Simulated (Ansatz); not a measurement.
## Pressure series in Ge

Take Ge in the diamond structure (space group Fd-3m, No. 227; a = 5.762 Å) as the base.

Cell and atoms are relaxed at each pressure.

Method: PBE/PAW in Ansatz (a first-principles code), spin-orbit coupling left out.

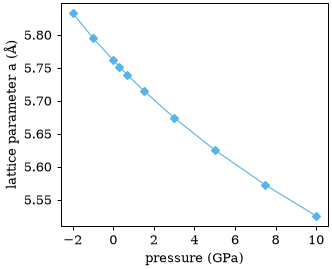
Lattice parameter a against pressure

```tsv
pressure (GPa)	lattice parameter a
-2	5.833 Å
-1	5.795 Å
0.3	5.752 Å
0.7	5.739 Å
1.5	5.715 Å
3	5.674 Å
5	5.626 Å
7.5	5.572 Å
10	5.525 Å
```

Load acts through the strain it causes; cell and atoms are relaxed under it. Whether these cells are dynamically stable was not tested. Tetrahedral semiconductors of this kind turn to denser phases somewhere between about 1 and 50 GPa; those were not computed, so compressed cells here can lie past the real transition.
